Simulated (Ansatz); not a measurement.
FGaH₃NS

Input

```
crystal:
  periodic: [false, false, false]
  atoms:
    - { symbol: "N", position_ang: [0.9387, 1.2254, 0.0309] }
    - { symbol: Ga, position_ang: [0.7078, -0.3702, 0.5441] }
    - { symbol: F, position_ang: [0.38211, -1.34838, 1.06309] }
    - { symbol: S, position_ang: [2.27993, -1.41726, 1.96356] }
    - { symbol: H, position_ang: [-0.0018, 1.492, 0.4904] }
    - { symbol: H, position_ang: [0.6481, 1.1089, -0.9827] }
    - { symbol: H, position_ang: [3.17854, -0.33819, 1.78374] }
basis:
  gaussian: { orbitals: def2-SVP }
hamiltonian:
  xc: pbe
  dispersion: d4
relax:
  f_tol: 0.015
  max_steps: 40
output:
  orbitals: {}
```

Command:

```sh
ansatz run input.yaml --threads 2 --pin off --max-ram 3072MiB --backend cpu --events-out ev --progress --plain --runs-dir out
```

The fields are those of the run's last geometry, not of the input's.

Level of theory: RKS PBE-D4/def2-SVP in Ansatz.

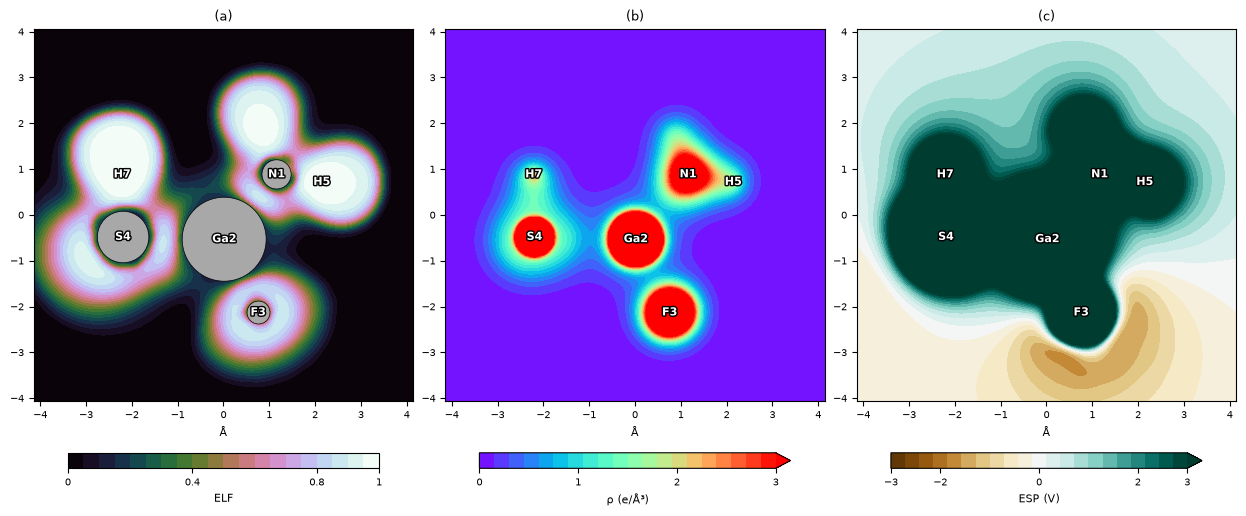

Figure 1. (a) electron localisation function; (b) total electron density; (c) electrostatic potential on the plane of atoms Ga2, S4 and H7. Grey discs cover the atomic cores in the ELF map.

### Describe what can be read from this map.

- Atoms in the plane: N, Ga, F, S and H.
- Ga–F (1.77 Å): the density is about 0.81 e/Å³ at the midpoint; the ELF peaks at about 0.80 in the valence shell of F, 0.5 Å from its nucleus, and is about 0.20 at the midpoint.
- Ga–N (1.82 Å): ρ at the midpoint is about 0.9 e/Å³; the ELF peaks at about 0.85 in the valence shell of N, 0.6 Å from its nucleus, and is about 0.35 at the midpoint.
- Ga–S (2.21 Å): ρ is about 0.67 e/Å³ halfway; the ELF peaks at about 0.85 in the valence shell of S, 0.9 Å from its nucleus, and is about 0.65 at the midpoint.
- N–H (1.02 Å): ρ is about 2.7 e/Å³ halfway; the ELF climbs to about 1 towards the hydrogen, as it does in any bond to H (a covalent bond by its length).
- S–H (1.36 Å): ρ is about 1.4 e/Å³ halfway; the ELF climbs to about 1 towards the hydrogen.
- The ELF also peaks beside F3 and S4, away from the bonds: lone-pair regions.
- Outside the dense part of the molecule the potential is most negative (−1.7 V) near F3.

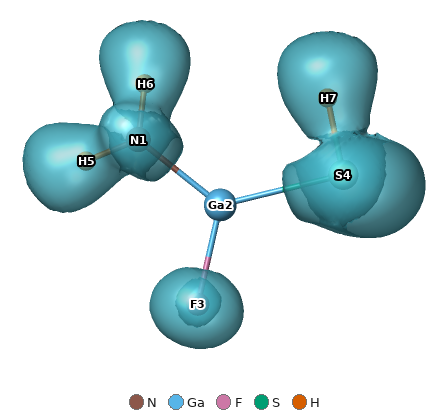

Figure 2. Isosurface of the electron localisation function at 0.75 (cyan), seen across its widest extent. Only the valence region is drawn (cores and ρ < 0.01 e/Å³ removed).

### What do the ELF domains correspond to?

The surface consists of one region wrapped around F (its valence shell), one joined region spread over several atoms (H, N), in which their bonds and any lone pairs are merged and one joined region spread over several atoms (H, S), in which their bonds and any lone pairs are merged.

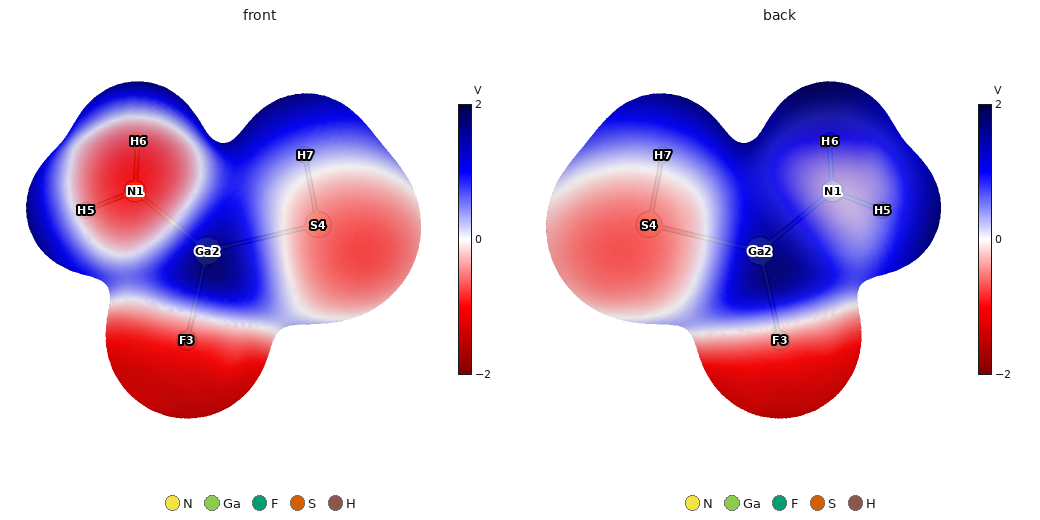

Figure 3. The molecular electrostatic potential painted on the density surface at 0.002 e/bohr³, seen from the front and from behind; red is negative and blue positive.

### Which sites attract a positive test charge, and which a negative one?

A positive charge is drawn to the negative regions and a negative charge to the positive ones. The most negative region (about −1.5 V) lies over F3, the most positive (about +1.9 V) over H6.

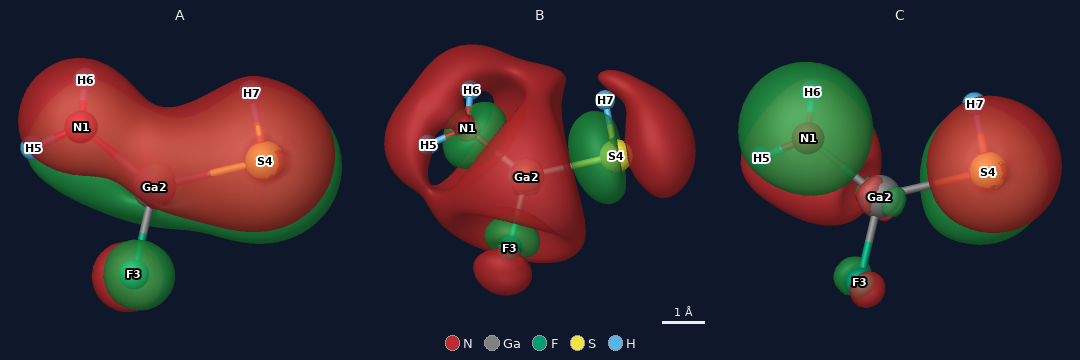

Figure 4. Three frontier orbitals at ±0.06 Å⁻³ᐟ² (green and red are the two phases), in no order.

### Which picture is the HOMO−1, the HOMO and the LUMO?

A is the HOMO−1 (−6.65 eV). It lies mainly on S4 (about 55 %), N1 (about 20 %) and Ga2 (about 15 %); largely a combination of lone pairs on S4 and N1. C is the HOMO (−6.10 eV). It lies mainly on N1 (about 50 %), S4 (about 35 %) and Ga2 (about 10 %); largely a combination of lone pairs on N1 and S4. B is the LUMO (−1.57 eV). By Hirshfeld shares it lies mainly on Ga2 (about 45 %), S4 (about 20 %), N1 (about 15 %) and F3 (about 10 %).

### What is the HOMO–LUMO gap?

4.53 eV between the orbital energies.
